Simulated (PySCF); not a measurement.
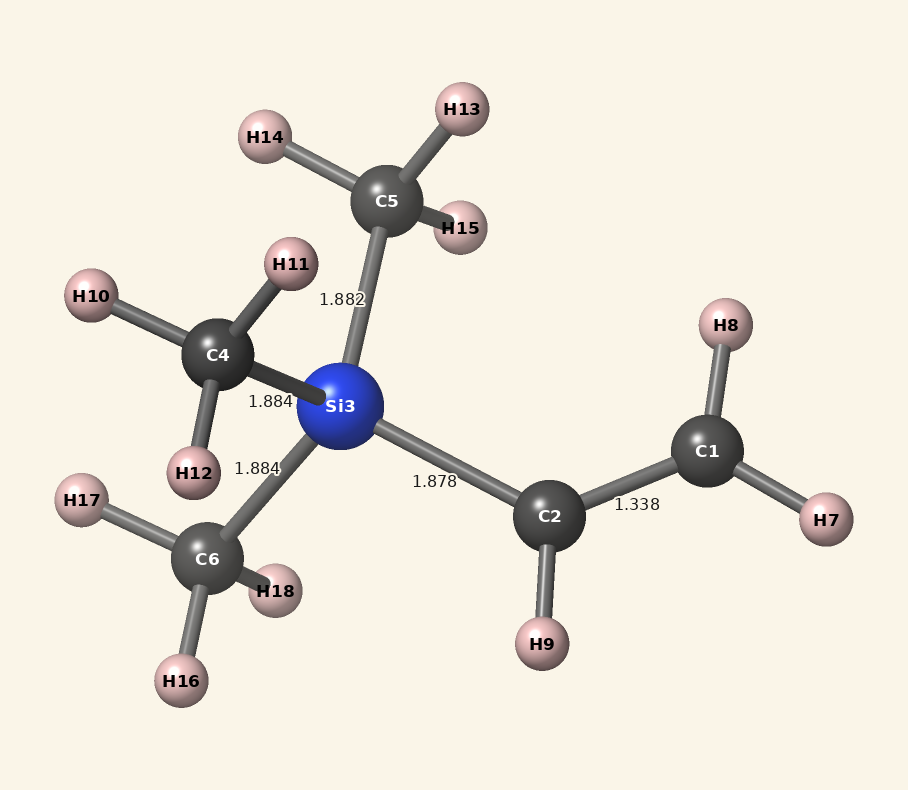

Bond lengths are marked in Å; every bond is drawn as one stick. The geometry was computed by an optimisation with PBE0-D3(BJ)/def2-SVP. No frequency run is at hand to confirm it as a minimum.

> Assign a bond order to each marked bond.

C1–C2 double; C2–Si3 single; Si3–C4 single; Si3–C5 single; Si3–C6 single.

> Give the structure as SMILES.

C=C[Si](C)(C)C
